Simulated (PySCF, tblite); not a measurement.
# C₄H₆O₂: protonation

What do calculations give for the protonation of C₄H₆O₂ (`C=CC(=O)OC`)?

Programs: tblite 0.8.0 and PySCF 2.14.0, with routines of our own; each step states its level. All values are computed. Atoms count from 0.

## 1. The system as given

12 atoms, charge 0, multiplicity 1; geometry from: start built from the parent or by distance geometry.

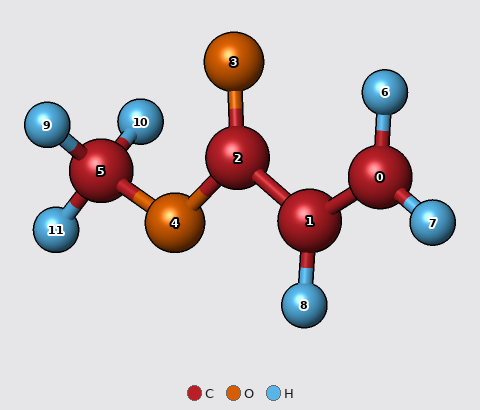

The starting geometry (carbon red, oxygen orange, hydrogen blue).

## 2. Relaxing the molecule with GFN2-xTB

What the job is given:

```
{"job": {"kind": "relax", "xc": "GFN2-xTB", "basis": "xTB"}, "charge": 0, "multiplicity": 1}
C      2.486100    -0.359400     0.184100
C      1.192400    -0.738700    -0.015100
C      0.106200     0.212700     0.097300
O      0.202700     1.426400     0.306200
O     -1.070400    -0.456800    -0.118800
C     -2.241700     0.370900    -0.083500
H      2.718200     0.688900     0.393200
H      3.298800    -1.054400     0.131100
H      0.964200    -1.786400    -0.207400
H     -2.347500     0.815800     0.924500
H     -2.194900     1.144500    -0.852500
H     -3.111600    -0.264800    -0.267000
```

Started as:

```bash
$ OMP_NUM_THREADS=1 python redox_run.py task.json out
```

The driver reads the jobs from task.json and runs them one after another.

What it wrote:

```text
step      E/eV     max force
  0    -536.57267    2.691
  1    -536.64652    2.622
  2    -536.70471    0.556
  3    -536.71099    0.324
  4    -536.71547    0.186
  5    -536.71802    0.150
  6    -536.72093    0.104
  7    -536.72152    0.070
  8    -536.72186    0.035
  9    -536.72203    0.031
 10    -536.72213    0.028
 11    -536.72219    0.025
 12    -536.72224    0.025
 13    -536.72230    0.027
 14    -536.72236    0.025
 15    -536.72242    0.023
 16    -536.72247    0.021
 17    -536.72251    0.016
 18    -536.72254    0.011
 19    -536.72255    0.012
 20    -536.72257    0.015
 21    -536.72259    0.018
 22    -536.72262    0.018
 23    -536.72265    0.016
 24    -536.72268    0.015
 25    -536.72271    0.015
 26    -536.72273    0.012
 27    -536.72274    0.008
```

Wall time 0.21 s (1 thread of Arm Neoverse V1, shared host).

Along the way:

```
step  energy from step 0 (eV)  largest force (eV/Å)
   0                   0.0000                2.6912
   1                  -0.0738                2.6222
   2                  -0.1320                0.5561
   3                  -0.1383                0.3240
   4                  -0.1428                0.1860
   5                  -0.1454                0.1496
   6                  -0.1483                0.1037
   7                  -0.1489                0.0701
   8                  -0.1492                0.0348
   9                  -0.1494                0.0314
  10                  -0.1495                0.0277
  11                  -0.1495                0.0253
  12                  -0.1496                0.0245
  13                  -0.1496                0.0266
  14                  -0.1497                0.0252
  15                  -0.1498                0.0234
  16                  -0.1498                0.0212
  17                  -0.1498                0.0157
  18                  -0.1499                0.0110
  19                  -0.1499                0.0117
  20                  -0.1499                0.0154
  21                  -0.1499                0.0185
  22                  -0.1499                0.0176
  23                  -0.1500                0.0161
  24                  -0.1500                0.0154
  25                  -0.1500                0.0148
  26                  -0.1501                0.0121
  27                  -0.1501                0.0081
```

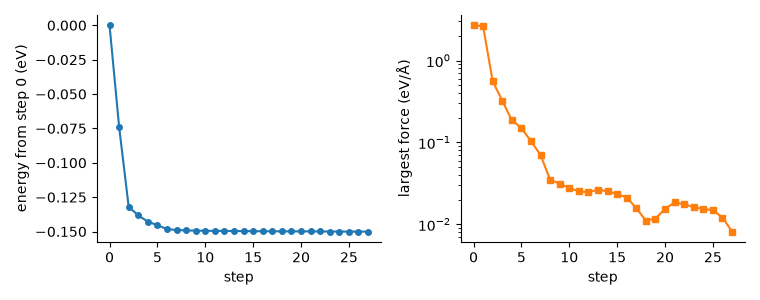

Energy and force, step by step.

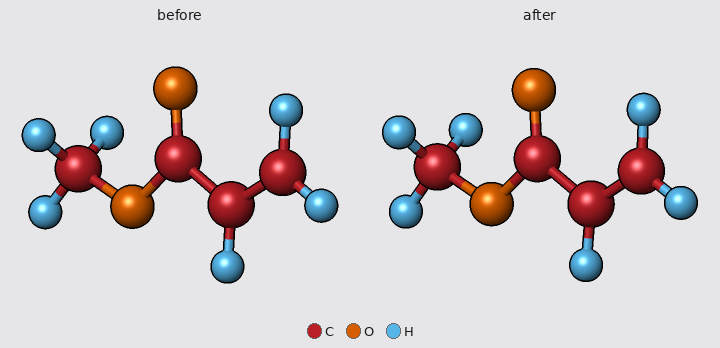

The geometry before (left) and after (right).

Distances of close pairs at the start and the end, largest changes first:

```
 bond  before (Å)  after (Å)  change (Å)
C0–C1       1.363      1.325      -0.038
C1–C2       1.448      1.479      +0.030
C2–O3       1.235      1.205      -0.030
C2–O4       1.371      1.343      -0.028
O4–C5       1.435      1.419      -0.016
C0–H6       1.094      1.078      -0.016
C5–H9       1.107      1.092      -0.015
C1–H8       1.089      1.079      -0.010
```

The final coordinates are the input of the step that follows.

## 3. Infrared spectrum with GFN2-xTB

What the job is given:

```
{"job": {"kind": "ir", "xc": "GFN2-xTB", "basis": "xTB"}, "charge": 0, "multiplicity": 1}
C      2.471719    -0.355146     0.182551
C      1.222212    -0.757295     0.003092
C      0.093534     0.194745     0.081250
O      0.184205     1.376775     0.299603
O     -1.075194    -0.433403    -0.126270
C     -2.238357     0.377575    -0.074373
H      2.681185     0.681986     0.389529
H      3.309130    -1.029510     0.130155
H      0.953196    -1.781349    -0.206253
H     -2.333448     0.842005     0.909374
H     -2.186235     1.165229    -0.829013
H     -3.079549    -0.282985    -0.267569
```

What it wrote:

```text
mode    cm-1     km/mol
  1      44.0      0.07
  2      81.6      2.93
  3     194.1      4.65
  4     195.7      3.50
  5     300.8     15.43
  6     456.4      0.25
  7     478.8      6.64
  8     648.8      4.53
  9     771.5     38.52
 10     872.3     20.29
 11     916.1      7.45
 12    1018.3     32.81
 13    1025.7     11.55
 14    1047.6      6.17
 15    1123.8      1.76
 16    1145.8    189.67
 17    1160.7    150.85
 18    1269.7     75.82
 19    1377.1     14.44
 20    1388.5      8.40
 21    1442.3      7.48
 22    1463.9      4.07
 23    1675.3     28.47
 24    1751.5    336.63
 25    2975.2     16.27
 26    2987.7     15.93
 27    3045.3      9.97
 28    3093.9     10.02
 29    3101.3      5.73
 30    3136.6     19.62
ZPE 240.392  H(298)-E 261.366  G(298)-E 159.920 kJ/mol  S 340.25 J/(mol K)
```

Run time: 0.25 s. Hardware: 1 thread of Arm Neoverse V1, shared host.

Which atoms move in the most intense modes:

```
cm⁻¹  km/mol                                atoms
 772    38.5                     C2 55 %, C1 19 %
 872    20.3            O4 23 %, O3 19 %, H7 14 %
1018    32.8                     H6 46 %, H8 45 %
1146   189.7  C2 28 %, O4 21 %, C5 15 %, H11 13 %
1161   150.8  O4 29 %, H11 19 %, C2 16 %, C5 10 %
1270    75.8   H8 47 %, C1 15 %, C2 14 %, H6 10 %
1675    28.5                     C1 50 %, C0 42 %
1752   336.6                     C2 63 %, O3 35 %
```

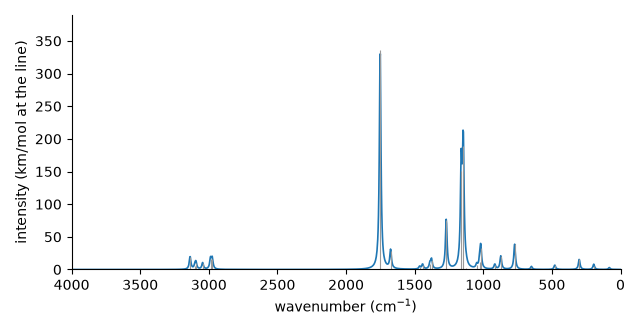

The infrared spectrum from these modes, unscaled. Lines are broadened to a width of 14 cm⁻¹ (Lorentzian).

## 4. Relaxing the molecule at PBE0-D3(BJ)/def2-SVP

The job, as its differences from that of step 3:

```diff
@@ -1,2 +1,2 @@
-{"job": {"kind": "ir", "xc": "GFN2-xTB", "basis": "xTB"}, "charge": 0, "multiplicity": 1}
+{"job": {"xc": "PBE0", "basis": "def2-SVP", "d3": "d3bj", "grid": 1, "kind": "geom"}, "charge": 0, "multiplicity": 1}
 C      2.471719    -0.355146     0.182551
```

What it wrote:

```text
step   0  E = -305.90010868  max force = 0.011549
step   1  E = -305.90094873  max force = 0.001822
step   2  E = -305.90095848  max force = 0.000168
optimisation converged
```

Run time: 12 s. Hardware: 1 thread of Arm Neoverse V1, shared host; peak memory 0.46 GiB.

The steps of the relaxation:

```
step  energy from step 0 (eV)  largest force component (eV/Å)
   0                   0.0000                          0.5939
   1                  -0.0229                          0.0937
   2                  -0.0231                          0.0086
```

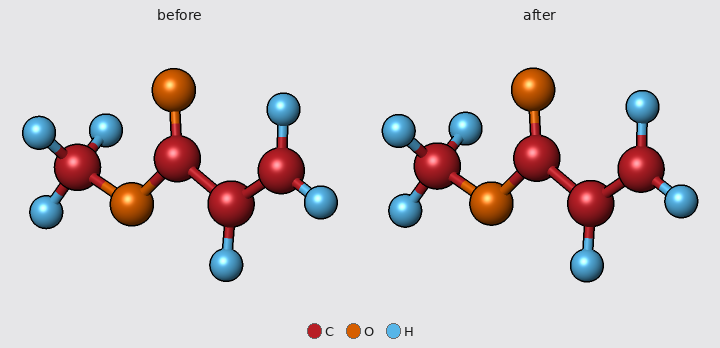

The geometry before (left) and after (right).

Close pairs (by a distance rule), those that changed most:

```
  bond  before (Å)  after (Å)  change (Å)
 C0–H6       1.078      1.094      +0.016
 C0–H7       1.076      1.092      +0.016
 C1–H8       1.079      1.093      +0.014
C5–H11       1.087      1.096      +0.009
 C0–C1       1.325      1.334      +0.009
 C5–H9       1.092      1.100      +0.008
C5–H10       1.092      1.100      +0.008
 C2–O4       1.343      1.339      -0.004
```

The next job starts from the end point, and lists it.

```
                         at the end point                 value
  point group (found at 0.08 Å tolerance)                    Cs
rotational constants (GHz, main isotopes)  10.397, 2.340, 1.934
                        dipole moment (D)                  1.47
```

## 5. Harmonic vibrations (C₄H₆O₂): PBE0-D3(BJ)/def2-SVP

What the job is given:

```
{"job": {"xc": "PBE0", "basis": "def2-SVP", "d3": "d3bj", "grid": 2, "kind": "hessian"}, "charge": 0, "multiplicity": 1}
C      2.472606    -0.346457     0.178871
C      1.219810    -0.768331    -0.000146
C      0.087894     0.185193     0.079486
O      0.177884     1.366412     0.301119
O     -1.078867    -0.438816    -0.128894
C     -2.232020     0.379915    -0.070404
H      2.665340     0.710657     0.385289
H      3.321950    -1.031403     0.125368
H      0.973780    -1.812595    -0.208434
H     -2.327014     0.853523     0.918331
H     -2.186697     1.176447    -0.828172
H     -3.088757    -0.276872    -0.260515
```

What it wrote:

```text
coarse grid: 10240 points
cycle   1  E = -305.7060704869  dE =  8.404e-01  |g| = 8.428e-01  |ddm| = 3.612e+00
cycle   2  E = -305.3829172842  dE =  3.232e-01  |g| = 1.545e+00  |ddm| = 2.223e+00
cycle   3  E = -305.8312839867  dE = -4.484e-01  |g| = 2.635e-01  |ddm| = 1.648e+00
cycle   4  E = -305.8442935732  dE = -1.301e-02  |g| = 7.933e-02  |ddm| = 2.716e-01
cycle   5  E = -305.8453713155  dE = -1.078e-03  |g| = 1.975e-02  |ddm| = 6.340e-02
cycle   6  E = -305.8454674659  dE = -9.615e-05  |g| = 3.887e-03  |ddm| = 2.099e-02
cycle   7  E = -305.8454707412  dE = -3.275e-06  |g| = 1.450e-03  |ddm| = 4.680e-03
final grid: 99480 points
cycle   8  E = -305.9009657333  dE = -1.049e-05  |g| = 1.174e-02  |ddm| = 2.762e-02
cycle   9  E = -305.9009287436  dE =  3.699e-05  |g| = 1.809e-02  |ddm| = 2.512e-02
cycle  10  E = -305.9009933387  dE = -6.460e-05  |g| = 1.996e-03  |ddm| = 1.621e-02
cycle  11  E = -305.9009940911  dE = -7.524e-07  |g| = 3.909e-04  |ddm| = 1.701e-03
cycle  12  E = -305.9009941211  dE = -3.009e-08  |g| = 9.299e-05  |ddm| = 4.025e-04
cycle  13  E = -305.9009941229  dE = -1.768e-09  |g| = 3.225e-05  |ddm| = 1.038e-04
cycle  14  E = -305.9009941231  dE = -2.295e-10  |g| = 1.152e-05  |ddm| = 3.395e-05
cycle  15  E = -305.9009941232  dE = -3.206e-11  |g| = 2.383e-06  |ddm| = 1.248e-05
converged SCF energy = -305.9009941232

mode    cm-1
  1      99.5
  2     121.7
  3     206.0
  4     221.5
  5     340.7
  6     480.4
  7     534.5
  8     682.5
  9     838.7
 10     893.5
 11    1004.1
 12    1026.5
 13    1070.3
 14    1086.4
 15    1175.7
 16    1203.4
 17    1255.9
 18    1339.5
 19    1412.7
 20    1456.1
 21    1463.3
 22    1477.5
 23    1732.7
 24    1867.3
 25    3065.3
 26    3159.6
 27    3170.4
 28    3203.6
 29    3222.0
 30    3283.0
ZPE 251.780  H(298)-E 271.597  G(298)-E 172.514 kJ/mol  S 332.32 J/(mol K)
```

Run time: 3 min. Hardware: 1 thread of Arm Neoverse V1, shared host; peak memory 1.6 GiB.

Zero-point energy 251.78 kJ/mol (xTB gave 240.39).

## 6. Single point (C4H6O2): wB97X-D3(BJ)/def2-TZVP

Geometry: PBE0-D3(BJ)/def2-SVP.

The job, as its differences from that of step 5:

```diff
@@ -1,2 +1,2 @@
-{"job": {"xc": "PBE0", "basis": "def2-SVP", "d3": "d3bj", "grid": 2, "kind": "hessian"}, "charge": 0, "multiplicity": 1}
+{"job": {"kind": "sp", "xc": "wB97X", "basis": "def2-TZVP", "d3": "d3bj", "grid": 2}, "charge": 0, "multiplicity": 1}
 C      2.472606    -0.346457     0.178871
```

What it wrote:

```text
coarse grid: 10240 points
cycle   1  E = -306.5334526614  dE =  1.064e+00  |g| = 9.165e-01  |ddm| = 2.562e+00
cycle   2  E = -306.4642184298  dE =  6.923e-02  |g| = 1.183e+00  |ddm| = 1.254e+00
cycle   3  E = -306.6939623408  dE = -2.297e-01  |g| = 1.209e-01  |ddm| = 7.312e-01
cycle   4  E = -306.6959998801  dE = -2.038e-03  |g| = 6.573e-02  |ddm| = 9.084e-02
cycle   5  E = -306.6967641311  dE = -7.643e-04  |g| = 9.761e-03  |ddm| = 4.468e-02
cycle   6  E = -306.6967948549  dE = -3.072e-05  |g| = 3.873e-03  |ddm| = 1.388e-02
cycle   7  E = -306.6968002169  dE = -5.362e-06  |g| = 1.194e-03  |ddm| = 5.811e-03
final grid: 99480 points
cycle   8  E = -306.6899403182  dE = -4.580e-05  |g| = 6.385e-03  |ddm| = 4.591e-02
cycle   9  E = -306.6899396994  dE =  6.188e-07  |g| = 6.748e-03  |ddm| = 7.322e-03
cycle  10  E = -306.6899467562  dE = -7.057e-06  |g| = 4.256e-04  |ddm| = 3.180e-03
cycle  11  E = -306.6899467857  dE = -2.956e-08  |g| = 2.893e-04  |ddm| = 4.846e-04
cycle  12  E = -306.6899468012  dE = -1.552e-08  |g| = 8.030e-05  |ddm| = 2.280e-04
cycle  13  E = -306.6899468029  dE = -1.620e-09  |g| = 2.892e-05  |ddm| = 7.483e-05
converged SCF energy = -306.6899468029
```

Wall time 11 s (1 thread of Arm Neoverse V1, shared host); peak memory 0.74 GiB.

## 7. Geometry optimisation with GFN2-xTB

This step treats C₄H₇O₂+, `C=CC(=[OH+])OC`.

What the job is given:

```
{"job": {"kind": "relax", "xc": "GFN2-xTB", "basis": "xTB"}, "charge": 1, "multiplicity": 1}
C      2.488800    -0.352600     0.173600
C      1.209100    -0.759700    -0.023200
C      0.105300     0.177600     0.082700
O      0.175400     1.381000     0.280500
O     -1.082100    -0.442700    -0.117600
C     -2.243000     0.378200    -0.079200
H      2.665800     0.716500     0.374300
H      3.333400    -1.022400     0.130400
H      0.982800    -1.819400    -0.209700
H     -2.336400     0.850800     0.923600
H     -2.193600     1.172500    -0.835000
H     -3.097200    -0.283600    -0.260600
H      0.366200     2.326000     0.472400
```

What it wrote:

```text
step      E/eV     max force
  0    -537.39292    4.474
  1    -537.53284    4.154
  2    -537.64882    1.031
  3    -537.69439    1.283
  4    -537.82456    3.108
  5    -537.89743    3.670
  6    -538.05138    1.885
  7    -538.19705    0.717
  8    -538.23533    0.750
  9    -538.30943    0.997
 10    -538.34763    0.747
 11    -538.37518    0.570
 12    -538.39614    0.407
 13    -538.40937    0.445
 14    -538.42289    0.256
 15    -538.43093    0.203
 16    -538.43623    0.199
 17    -538.44066    0.227
 18    -538.44577    0.206
 19    -538.45102    0.210
 20    -538.45508    0.148
 21    -538.45743    0.114
 22    -538.45881    0.100
 23    -538.45969    0.076
 24    -538.46027    0.072
 25    -538.46063    0.061
 26    -538.46085    0.037
 27    -538.46099    0.033
 28    -538.46109    0.030
 29    -538.46117    0.023
 30    -538.46124    0.025
 31    -538.46131    0.023
 32    -538.46138    0.019
 33    -538.46143    0.018
 34    -538.46147    0.016
 35    -538.46151    0.022
 36    -538.46155    0.024
 37    -538.46158    0.020
 38    -538.46162    0.017
 39    -538.46165    0.019
 40    -538.46169    0.023
 41    -538.46173    0.022
 42    -538.46177    0.019
 43    -538.46179    0.013
 44    -538.46180    0.010
```

It took 0.43 s on 1 thread of Arm Neoverse V1, shared host.

The steps of the relaxation: (not every step is listed)

```
step  energy from step 0 (eV)  largest force (eV/Å)
   0                   0.0000                4.4736
   1                  -0.1399                4.1542
   2                  -0.2559                1.0309
   3                  -0.3015                1.2832
   4                  -0.4316                3.1075
   5                  -0.5045                3.6697
   6                  -0.6585                1.8852
   7                  -0.8041                0.7166
   8                  -0.8424                0.7500
  11                  -0.9823                0.5699
  14                  -1.0300                0.2558
  17                  -1.0477                0.2272
  20                  -1.0622                0.1477
  23                  -1.0668                0.0760
  26                  -1.0679                0.0370
  29                  -1.0683                0.0230
  32                  -1.0685                0.0193
  35                  -1.0686                0.0225
  38                  -1.0687                0.0169
  39                  -1.0687                0.0193
  40                  -1.0688                0.0233
  41                  -1.0688                0.0218
  42                  -1.0688                0.0194
  43                  -1.0689                0.0135
  44                  -1.0689                0.0098
```

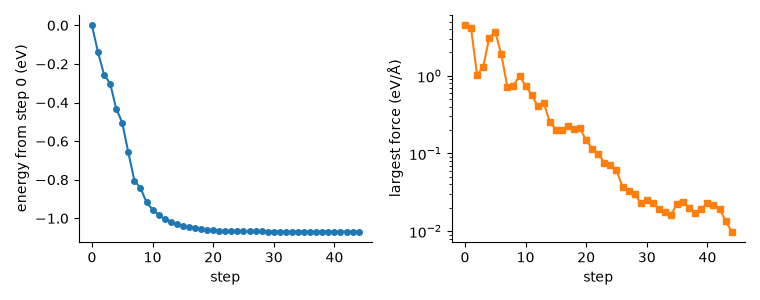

Energy and force, step by step.

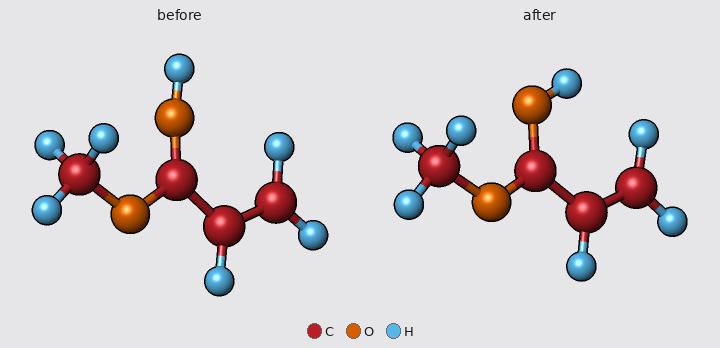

The geometry before (left) and after (right).

Distances of close pairs at the start and the end, largest changes first:

```
  bond  before (Å)  after (Å)  change (Å)
 C2–O4       1.355      1.269      -0.086
 C2–O3       1.222      1.296      +0.074
 C0–C1       1.357      1.335      -0.022
 C0–H6       1.102      1.081      -0.021
 C5–H9       1.113      1.091      -0.021
 C1–H8       1.100      1.081      -0.019
O3–H12       0.983      0.973      -0.010
C5–H11       1.096      1.088      -0.008
```

The final coordinates are the input of the step that follows.

## 8. Harmonic vibrations with GFN2-xTB

What the job is given:

```
{"job": {"kind": "ir", "xc": "GFN2-xTB", "basis": "xTB"}, "charge": 1, "multiplicity": 1}
C      2.451120    -0.239899     0.188947
C      1.199331    -0.668983     0.012011
C      0.025129     0.180398     0.069020
O      0.055417     1.455746     0.294921
O     -1.097006    -0.382081    -0.116764
C     -2.315338     0.365865    -0.080555
H      2.723293     0.785751     0.393434
H      3.275026    -0.932281     0.131700
H      0.985293    -1.709167    -0.189857
H     -2.447636     0.830490     0.898090
H     -2.307599     1.144530    -0.845213
H     -3.110808    -0.350318    -0.273443
H      0.938327     1.842273     0.429958
```

What it wrote:

```text
mode    cm-1     km/mol
  1      65.9      0.03
  2      77.3      0.03
  3     206.3      2.37
  4     212.2      9.75
  5     301.3      8.80
  6     468.2     14.02
  7     473.5      0.37
  8     593.1     10.29
  9     607.6    146.52
 10     756.9     48.63
 11     869.8      2.49
 12     937.4      3.63
 13     979.4     58.96
 14     997.4     65.00
 15    1027.2      6.81
 16    1071.9    123.38
 17    1085.5      0.01
 18    1133.1      4.78
 19    1241.2      8.87
 20    1364.7     54.80
 21    1374.0     30.15
 22    1394.1     56.03
 23    1408.6     33.14
 24    1420.1    254.43
 25    1506.9    392.60
 26    1629.0     75.82
 27    2999.0      1.39
 28    3004.6      3.50
 29    3056.6     11.32
 30    3074.6      9.70
 31    3091.7      4.03
 32    3128.9     23.12
 33    3368.5    130.97
ZPE 268.721  H(298)-E 290.060  G(298)-E 188.317 kJ/mol  S 341.25 J/(mol K)
```

It took 0.29 s on 1 thread of Arm Neoverse V1, shared host.

Which atoms move in the most intense modes:

```
cm⁻¹  km/mol                       atoms
 608   146.5                    H12 87 %
 979    59.0  C5 31 %, O4 29 %, H12 11 %
 997    65.0            H8 44 %, H6 40 %
1072   123.4  H12 56 %, O4 11 %, O3 11 %
1420   254.4  C2 35 %, H10 18 %, H9 18 %
1507   392.6            C2 64 %, O4 23 %
1629    75.8            C1 49 %, C0 41 %
3368   131.0                    H12 94 %
```

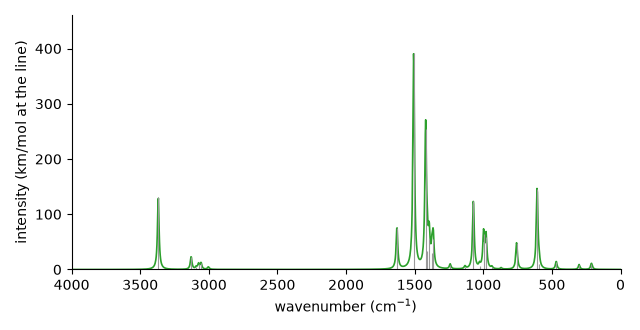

The infrared spectrum from these modes, unscaled. Lines are broadened to a width of 14 cm⁻¹ (Lorentzian).

## 9. Geometry optimisation at PBE0-D3(BJ)/def2-SVP

This step treats C₄H₇O₂+, `C=CC(=[OH+])OC`.

The job, as its differences from that of step 8:

```diff
@@ -1,2 +1,2 @@
-{"job": {"kind": "ir", "xc": "GFN2-xTB", "basis": "xTB"}, "charge": 1, "multiplicity": 1}
+{"job": {"xc": "PBE0", "basis": "def2-SVP", "d3": "d3bj", "grid": 1, "kind": "geom"}, "charge": 1, "multiplicity": 1}
 C      2.451120    -0.239899     0.188947
```

What it wrote:

```text
step   0  E = -306.22919368  max force = 0.011587
step   1  E = -306.23023245  max force = 0.006953
step   2  E = -306.23002992  max force = 0.007701
step   3  E = -306.23036045  max force = 0.002547
step   4  E = -306.23041302  max force = 0.000752
step   5  E = -306.23042139  max force = 0.000940
step   6  E = -306.23043729  max force = 0.000886
step   7  E = -306.23045419  max force = 0.000698
step   8  E = -306.23047708  max force = 0.000814
step   9  E = -306.23048411  max force = 0.000397
optimisation converged
```

It took 45 s on 1 thread of Arm Neoverse V1, shared host; peak memory 0.52 GiB.

Relaxation path: (the energy doesn't fall at every step)

```
step  energy from step 0 (eV)  largest force component (eV/Å)
   0                   0.0000                          0.5958
   1                  -0.0283                          0.3575
   2                  -0.0228                          0.3960
   3                  -0.0317                          0.1310
   4                  -0.0332                          0.0387
   5                  -0.0334                          0.0483
   6                  -0.0338                          0.0456
   7                  -0.0343                          0.0359
   8                  -0.0349                          0.0419
   9                  -0.0351                          0.0204
```

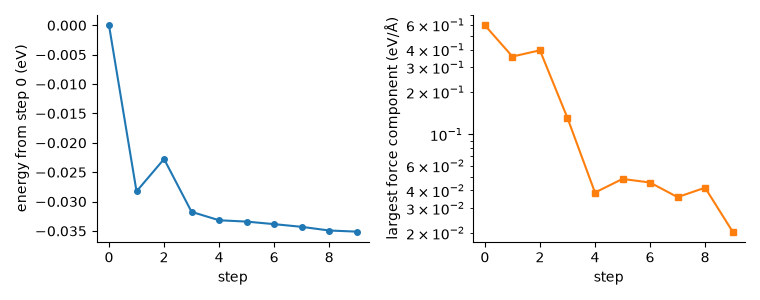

Energy and largest force along the relaxation.

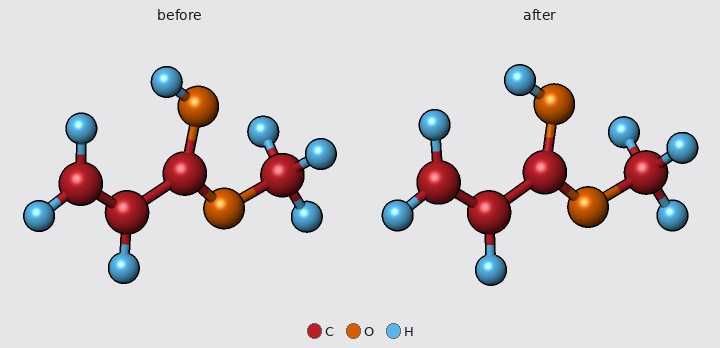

Before and after, at one scale.

Close pairs (by a distance rule), those that changed most:

```
  bond  before (Å)  after (Å)  change (Å)
 O4–C5       1.430      1.450      +0.020
 C0–H6       1.081      1.096      +0.016
 C0–H7       1.078      1.093      +0.016
 C1–H8       1.081      1.093      +0.012
 C2–O3       1.296      1.289      -0.007
C5–H10       1.091      1.098      +0.006
 C5–H9       1.091      1.097      +0.006
 C0–C1       1.335      1.341      +0.006
```

The end geometry stands in the next job.

```
                         at the end point                value
rotational constants (GHz, main isotopes)  9.842, 2.287, 1.878
```

[end of part 1 of 2]
